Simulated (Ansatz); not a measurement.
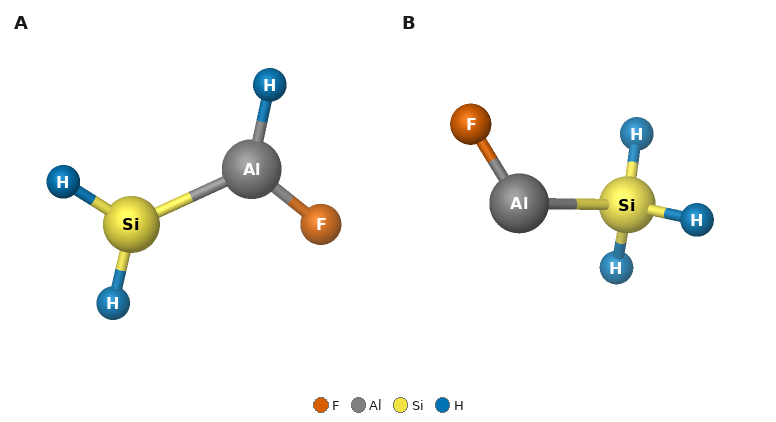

2 stationary structures of one formula. The species is neutral and a spin doublet. Geometries: PBE0-D4/def2-TZVP. Electronic energies: UHF-CCSD(T) (frozen core)/def2-TZVPP (Ansatz 0.2.0), without zero-point energy. No frequency run is at hand to confirm each as a minimum.

Rank them by energy, lowest first.

Answer. B is lowest; A lies 1.5 kcal/mol above it.
